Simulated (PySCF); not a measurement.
Run report: PBr, single-point calculation (part 2 of 2)

The same run, continued: PBr, multiplicity 3; ROHF/crenbl, casscf (PySCF 2.14.0). The run did not end well.

Geometry of the input (Å):
```
P  0.0000  0.0000  0.0000
Br 0.0000  0.0000  6.8670
```

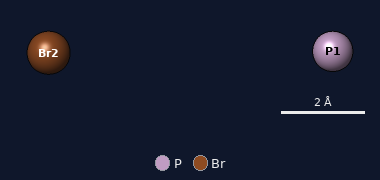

**Figure 1.** The structure as given in the input (ball-and-stick view, seen on its broad side; atoms are numbered from 1 in the order of the input).

## Output, continued
```
Density matrix diagonal elements [1.00013324 1.04598357 1.94389808 0.99819722 0.98805707 0.00550422
 0.00406436 0.01416224]
CASSCF energy = -159.414344242804
CASCI E = -159.414344242804  E(CI) = -7.24099251796801  S^2 = 3.0182178
Natural occ [1.99033508 1.00000098 0.99968111 0.99846874 0.99846787 0.00550301
 0.00377177 0.00377144]
Natural orbital (expansion on meta-Lowdin AOs) in CAS space
               #1        #2        #3        #4        #5
0 P 3s          -0.90799  -0.00005   0.00486  -0.00000   0.00001
0 P 4s          -0.15915   0.00001  -0.00120   0.00000  -0.00000
0 P 5s          -0.37378  -0.00003   0.00311  -0.00000   0.00000
0 P 6s           0.10243   0.00002  -0.00176   0.00000  -0.00000
0 P 3px         -0.00003   0.00425  -0.00557  -0.09575   0.16865
0 P 3py          0.00093  -0.00195   0.19513  -0.00228   0.00513
0 P 3pz          0.00002  -0.01205   0.00266  -0.85281  -0.48376
0 P 4px          0.00015  -0.02141   0.02789   0.48218  -0.84935
0 P 4py         -0.00544   0.00977  -0.97681   0.01146  -0.02582
0 P 4pz          0.00000   0.00119  -0.00028   0.08467   0.04801
0 P 5px         -0.00003  -0.00002   0.00017   0.00056  -0.00097
0 P 5py          0.00092   0.00006  -0.00605   0.00001  -0.00003
0 P 5pz         -0.00000   0.00203  -0.00044   0.14367   0.08151
0 P 6px         -0.00002   0.00186  -0.00235  -0.04188   0.07378
0 P 6py          0.00089  -0.00082   0.08225  -0.00099   0.00224
0 P 6pz          0.00000  -0.00052   0.00011  -0.03664  -0.02079
1 Br 4s          0.00002  -0.00000   0.00000  -0.00000   0.00000
1 Br 5s          0.00001   0.00000  -0.00005   0.00000  -0.00000
1 Br 6s          0.00001  -0.00000   0.00003  -0.00000   0.00000
1 Br 4px         0.00000   0.00019   0.00002  -0.00000  -0.00000
1 Br 4py         0.00001  -0.12096  -0.00129   0.00001   0.00301
1 Br 4pz         0.00001   0.21212   0.00226   0.00000  -0.00528
1 Br 5px         0.00007   0.00075  -0.00028   0.00000  -0.00003
1 Br 5py        -0.00006   0.48018   0.00513  -0.00001  -0.01194
1 Br 5pz        -0.00003  -0.84204  -0.00898  -0.00001   0.02093
1 Br 6px         0.00018   0.00376  -0.00020   0.00000  -0.00010
1 Br 6py         0.00000  -0.00216  -0.00002  -0.00001   0.00005
1 Br 6pz        -0.00000  -0.00379  -0.00004   0.00001   0.00008
1 Br 3dxy        0.00000   0.00000   0.00000  -0.00000  -0.00000
1 Br 3dyz        0.00000   0.00000   0.00000  -0.00000  -0.00000
1 Br 3dz^2      -0.00000  -0.00000  -0.00000   0.00000  -0.00000
1 Br 3dxz       -0.00000   0.00000  -0.00000   0.00000  -0.00000
1 Br 3dx2-y2     0.00000  -0.00000  -0.00000   0.00000   0.00000
1 Br 4dxy        0.00000   0.00000   0.00000  -0.00000   0.00000
1 Br 4dyz       -0.00000  -0.00000  -0.00000   0.00000   0.00000
1 Br 4dz^2      -0.00000   0.00000   0.00000  -0.00000   0.00000
1 Br 4dxz        0.00000  -0.00000  -0.00000  -0.00000   0.00000
1 Br 4dx2-y2    -0.00000   0.00000  -0.00000  -0.00000  -0.00000
1 Br 5dxy       -0.00000  -0.00000  -0.00000   0.00000  -0.00000
1 Br 5dyz        0.00000   0.00000   0.00000  -0.00000  -0.00000
1 Br 5dz^2       0.00000  -0.00000  -0.00000   0.00000  -0.00000
1 Br 5dxz       -0.00000   0.00000   0.00000   0.00000  -0.00000
1 Br 5dx2-y2     0.00000  -0.00000   0.00000   0.00000   0.00000
1 Br 6dxy        0.00000   0.00000   0.00000   0.00000   0.00000
1 Br 6dyz       -0.00000  -0.00000  -0.00000   0.00000   0.00000
1 Br 6dz^2      -0.00000   0.00000   0.00000  -0.00000   0.00000
1 Br 6dxz       -0.00000  -0.00000  -0.00000  -0.00000   0.00000
1 Br 6dx2-y2    -0.00000   0.00000  -0.00000   0.00000  -0.00000
               #6        #7        #8
0 P 3s          -0.10029  -0.00001   0.00000
0 P 4s          -0.72449  -0.00004   0.00002
0 P 5s           0.43510   0.00002  -0.00001
0 P 6s          -0.42992  -0.00002   0.00001
0 P 3px          0.00222   0.21955  -0.12501
0 P 3py         -0.07766   0.00669  -0.00297
0 P 3pz          0.00001   0.00540   0.00950
0 P 4px          0.00006   0.00730  -0.00417
0 P 4py         -0.00195   0.00022  -0.00010
0 P 4pz          0.00077   0.44225   0.77685
0 P 5px         -0.00716  -0.72365   0.41204
0 P 5py          0.25008  -0.02204   0.00979
0 P 5pz         -0.00037  -0.21181  -0.37207
0 P 6px         -0.00428  -0.42734   0.24333
0 P 6py          0.14922  -0.01302   0.00578
0 P 6pz          0.00011   0.06543   0.11492
1 Br 4s         -0.00000   0.00000  -0.00000
1 Br 5s          0.00000   0.00000  -0.00000
1 Br 6s         -0.00001  -0.00000   0.00000
1 Br 4px        -0.00001  -0.00000   0.00000
1 Br 4py         0.00000  -0.00001  -0.00001
1 Br 4pz        -0.00000   0.00001  -0.00001
1 Br 5px         0.00002   0.00002  -0.00001
1 Br 5py        -0.00000   0.00001   0.00001
1 Br 5pz        -0.00000  -0.00001   0.00001
1 Br 6px         0.00007   0.00001  -0.00000
1 Br 6py        -0.00000   0.00002   0.00003
1 Br 6pz        -0.00000   0.00004  -0.00002
1 Br 3dxy       -0.00000  -0.00000   0.00000
1 Br 3dyz       -0.00000  -0.00000   0.00000
1 Br 3dz^2       0.00000   0.00000  -0.00000
1 Br 3dxz       -0.00000  -0.00000  -0.00000
1 Br 3dx2-y2     0.00000   0.00000  -0.00000
1 Br 4dxy       -0.00000   0.00000   0.00000
1 Br 4dyz       -0.00000   0.00000  -0.00000
1 Br 4dz^2       0.00000  -0.00000   0.00000
1 Br 4dxz       -0.00000   0.00000  -0.00000
1 Br 4dx2-y2     0.00000   0.00000   0.00000
1 Br 5dxy        0.00000  -0.00000  -0.00000
1 Br 5dyz        0.00000  -0.00000  -0.00000
1 Br 5dz^2      -0.00000   0.00000  -0.00000
1 Br 5dxz        0.00000  -0.00000  -0.00000
1 Br 5dx2-y2    -0.00000  -0.00000  -0.00000
1 Br 6dxy       -0.00000   0.00000  -0.00000
1 Br 6dyz       -0.00000   0.00000  -0.00000
1 Br 6dz^2       0.00000  -0.00000   0.00000
1 Br 6dxz       -0.00000   0.00000   0.00000
1 Br 6dx2-y2     0.00000   0.00000  -0.00000
<mo_coeff-mcscf|mo_coeff-hf>  1      1        0.97102974
<mo_coeff-mcscf|mo_coeff-hf>  2      2        0.95774330
<mo_coeff-mcscf|mo_coeff-hf>  3      3        0.98540935
<mo_coeff-mcscf|mo_coeff-hf>  4      5        0.93542742
<mo_coeff-mcscf|mo_coeff-hf>  5      4        0.93527821
<mo_coeff-mcscf|mo_coeff-hf>  6      6        0.99998467
<mo_coeff-mcscf|mo_coeff-hf>  7      9       -0.97962084
<mo_coeff-mcscf|mo_coeff-hf>  8      8        0.98875038
<mo_coeff-mcscf|mo_coeff-hf>  9      11       0.96365595
<mo_coeff-mcscf|mo_coeff-hf>  10     10       0.95036541
<mo_coeff-mcscf|mo_coeff-hf>  11     7       -0.97591648
<mo_coeff-mcscf|mo_coeff-hf>  12     12       0.99999731
<mo_coeff-mcscf|mo_coeff-hf>  13     13       0.99999691
<mo_coeff-mcscf|mo_coeff-hf>  14     14       0.95555680
<mo_coeff-mcscf|mo_coeff-hf>  15     15       0.99953122
<mo_coeff-mcscf|mo_coeff-hf>  16     16       0.99951996
<mo_coeff-mcscf|mo_coeff-hf>  17     17       0.95601420
<mo_coeff-mcscf|mo_coeff-hf>  18     18       0.98952055
<mo_coeff-mcscf|mo_coeff-hf>  19     20       0.99892494
<mo_coeff-mcscf|mo_coeff-hf>  20     19       0.98977392
<mo_coeff-mcscf|mo_coeff-hf>  21     21       0.99991862
<mo_coeff-mcscf|mo_coeff-hf>  22     22       0.97104621
<mo_coeff-mcscf|mo_coeff-hf>  23     23       0.95595416
<mo_coeff-mcscf|mo_coeff-hf>  24     24       0.98323030
<mo_coeff-mcscf|mo_coeff-hf>  25     26       0.94708968
<mo_coeff-mcscf|mo_coeff-hf>  26     25       0.94694251
<mo_coeff-mcscf|mo_coeff-hf>  27     27       0.99888343
<mo_coeff-mcscf|mo_coeff-hf>  28     28       0.99887864
<mo_coeff-mcscf|mo_coeff-hf>  29     29       0.99989765
<mo_coeff-mcscf|mo_coeff-hf>  30     30       0.99947451
<mo_coeff-mcscf|mo_coeff-hf>  31     31       0.99053059
<mo_coeff-mcscf|mo_coeff-hf>  32     32       0.98269162
<mo_coeff-mcscf|mo_coeff-hf>  33     33       0.99169666
<mo_coeff-mcscf|mo_coeff-hf>  34     34       0.97127169
<mo_coeff-mcscf|mo_coeff-hf>  35     35       0.95734788
<mo_coeff-mcscf|mo_coeff-hf>  36     36       0.98470632
<mo_coeff-mcscf|mo_coeff-hf>  37     38       0.93757607
<mo_coeff-mcscf|mo_coeff-hf>  38     37       0.93742849
<mo_coeff-mcscf|mo_coeff-hf>  39     39       0.99999624
<mo_coeff-mcscf|mo_coeff-hf>  40     40       0.99999473
<mo_coeff-mcscf|mo_coeff-hf>  41     41       0.99995273
<mo_coeff-mcscf|mo_coeff-hf>  42     42       0.99995260
<mo_coeff-mcscf|mo_coeff-hf>  43     43       0.97156885
<mo_coeff-mcscf|mo_coeff-hf>  44     44       0.95509576
<mo_coeff-mcscf|mo_coeff-hf>  45     45       0.98188887
<mo_coeff-mcscf|mo_coeff-hf>  46     47       0.94251811
<mo_coeff-mcscf|mo_coeff-hf>  47     46       0.94237322
<mo_coeff-mcscf|mo_coeff-hf>  48     48       0.99999991
** Largest CI components **
  [alpha occ-orbitals] [beta occ-orbitals]            CI coefficient
  [1 2 3 4]            [0 1]                          -0.213439159004
  [1 2 3 4]            [0 2]                           0.967639097319
 ** Mulliken pop on meta-lowdin orthogonal AOs  **
 ** Mulliken pop  **
pop of  0 P 3s            1.64099
pop of  0 P 4s            0.05331
pop of  0 P 5s            0.27912
pop of  0 P 6s            0.02190
pop of  0 P 3px           0.03784
pop of  0 P 3py           0.03813
pop of  0 P 3pz           0.95999
pop of  0 P 4px           0.95367
pop of  0 P 4py           0.95480
pop of  0 P 4pz           0.01247
pop of  0 P 5px           0.00262
pop of  0 P 5py           0.00038
pop of  0 P 5pz           0.02794
pop of  0 P 6px           0.00811
pop of  0 P 6py           0.00690
pop of  0 P 6pz           0.00184
pop of  1 Br 4s           1.30492
pop of  1 Br 5s           0.06025
pop of  1 Br 6s           0.63484
pop of  1 Br 4px          0.00489
pop of  1 Br 4py          0.10072
pop of  1 Br 4pz          0.07302
pop of  1 Br 5px          0.05864
pop of  1 Br 5py          1.65278
pop of  1 Br 5pz          1.17201
pop of  1 Br 6px          1.93645
pop of  1 Br 6py          0.00110
pop of  1 Br 6pz          0.00037
pop of  1 Br 3dxy         1.99996
pop of  1 Br 3dyz         1.99997
pop of  1 Br 3dz^2        1.99996
pop of  1 Br 3dxz         1.99997
pop of  1 Br 3dx2-y2      1.99997
pop of  1 Br 4dxy         0.00000
pop of  1 Br 4dyz         0.00000
pop of  1 Br 4dz^2        0.00001
pop of  1 Br 4dxz         0.00001
pop of  1 Br 4dx2-y2      0.00000
pop of  1 Br 5dxy         0.00002
pop of  1 Br 5dyz         0.00002
pop of  1 Br 5dz^2        0.00003
pop of  1 Br 5dxz         0.00003
pop of  1 Br 5dx2-y2      0.00002
pop of  1 Br 6dxy         0.00000
pop of  1 Br 6dyz         0.00000
pop of  1 Br 6dz^2        0.00000
pop of  1 Br 6dxz         0.00000
pop of  1 Br 6dx2-y2      0.00000
 ** Mulliken atomic charges  **
charge of    0P =     -0.00000
charge of    1Br =      0.00000
Mulliken spin population analysis on meta-Lowdin AOs:
 ** Mulliken pop on meta-lowdin orthogonal AOs  **
 ** Mulliken pop  **
pop of  0 P 3s           -0.00094
pop of  0 P 4s           -0.00386
pop of  0 P 5s            0.00524
pop of  0 P 6s            0.00127
pop of  0 P 3px           0.03760
pop of  0 P 3py           0.03807
pop of  0 P 3pz           0.95836
pop of  0 P 4px           0.95205
pop of  0 P 4py           0.95450
pop of  0 P 4pz           0.01140
pop of  0 P 5px           0.00188
pop of  0 P 5py          -0.00001
pop of  0 P 5pz           0.02786
pop of  0 P 6px           0.00793
pop of  0 P 6py           0.00676
pop of  0 P 6pz           0.00183
pop of  1 Br 4s           0.00000
pop of  1 Br 5s           0.00000
pop of  1 Br 6s           0.00000
pop of  1 Br 4px         -0.00000
pop of  1 Br 4py         -0.01464
pop of  1 Br 4pz         -0.04502
pop of  1 Br 5px         -0.00000
pop of  1 Br 5py         -0.23073
pop of  1 Br 5pz         -0.70951
pop of  1 Br 6px         -0.00001
pop of  1 Br 6py         -0.00000
pop of  1 Br 6pz         -0.00001
pop of  1 Br 3dxy         0.00000
pop of  1 Br 3dyz        -0.00000
pop of  1 Br 3dz^2        0.00000
pop of  1 Br 3dxz        -0.00000
pop of  1 Br 3dx2-y2      0.00000
pop of  1 Br 4dxy         0.00000
pop of  1 Br 4dyz        -0.00000
pop of  1 Br 4dz^2        0.00000
pop of  1 Br 4dxz        -0.00000
pop of  1 Br 4dx2-y2      0.00000
pop of  1 Br 5dxy         0.00000
pop of  1 Br 5dyz        -0.00000
pop of  1 Br 5dz^2        0.00000
pop of  1 Br 5dxz        -0.00000
pop of  1 Br 5dx2-y2      0.00000
pop of  1 Br 6dxy         0.00000
pop of  1 Br 6dyz        -0.00000
pop of  1 Br 6dz^2        0.00000
pop of  1 Br 6dxz        -0.00000
pop of  1 Br 6dx2-y2      0.00000
 ** Mulliken atomic charges  **
charge of    0P =      2.00006
charge of    1Br =     17.99994
spop of 0 P 3s         -0.00094
spop of 0 P 4s         -0.00386
spop of 0 P 5s          0.00524
spop of 0 P 6s          0.00127
spop of 0 P 3px         0.03760
spop of 0 P 3py         0.03807
spop of 0 P 3pz         0.95836
spop of 0 P 4px         0.95205
spop of 0 P 4py         0.95450
spop of 0 P 4pz         0.01140
spop of 0 P 5px         0.00188
spop of 0 P 5py        -0.00001
spop of 0 P 5pz         0.02786
spop of 0 P 6px         0.00793
spop of 0 P 6py         0.00676
spop of 0 P 6pz         0.00183
spop of 1 Br 4s         0.00000
spop of 1 Br 5s         0.00000
spop of 1 Br 6s         0.00000
spop of 1 Br 4px       -0.00000
spop of 1 Br 4py       -0.01464
spop of 1 Br 4pz       -0.04502
spop of 1 Br 5px       -0.00000
spop of 1 Br 5py       -0.23073
spop of 1 Br 5pz       -0.70951
spop of 1 Br 6px       -0.00001
spop of 1 Br 6py       -0.00000
spop of 1 Br 6pz       -0.00001
spop of 1 Br 3dxy       0.00000
spop of 1 Br 3dyz      -0.00000
spop of 1 Br 3dz^2      0.00000
spop of 1 Br 3dxz      -0.00000
spop of 1 Br 3dx2-y2    0.00000
spop of 1 Br 4dxy       0.00000
spop of 1 Br 4dyz      -0.00000
spop of 1 Br 4dz^2      0.00000
spop of 1 Br 4dxz      -0.00000
spop of 1 Br 4dx2-y2    0.00000
spop of 1 Br 5dxy       0.00000
spop of 1 Br 5dyz      -0.00000
spop of 1 Br 5dz^2      0.00000
spop of 1 Br 5dxz      -0.00000
spop of 1 Br 5dx2-y2    0.00000
spop of 1 Br 6dxy       0.00000
spop of 1 Br 6dyz      -0.00000
spop of 1 Br 6dz^2      0.00000
spop of 1 Br 6dxz      -0.00000
spop of 1 Br 6dx2-y2    0.00000
Mulliken atomic spins:
spin of  0P =      2.99994
spin of  1Br =     -0.99994
Dipole moment(X, Y, Z, Debye): -0.00042, -0.00035, -1.63632
orbital energies (hartree): [-0.3966 -0.3913 -0.3348 -0.2452 -0.1952 -0.0574  0.4062  0.5764]
```

## What the run reported

```tsv
quantity	value
outcome	not converged
SCF energy	−159.297070 hartree
dipole moment	1.64 D
hardware	1 CPU thread, shared host
wall time	4.8 s
```

## What went wrong

The run did not converge. Its last values are not results. The SCF reached its limit of 50 cycles, and the later steps ran on the unconverged orbitals.
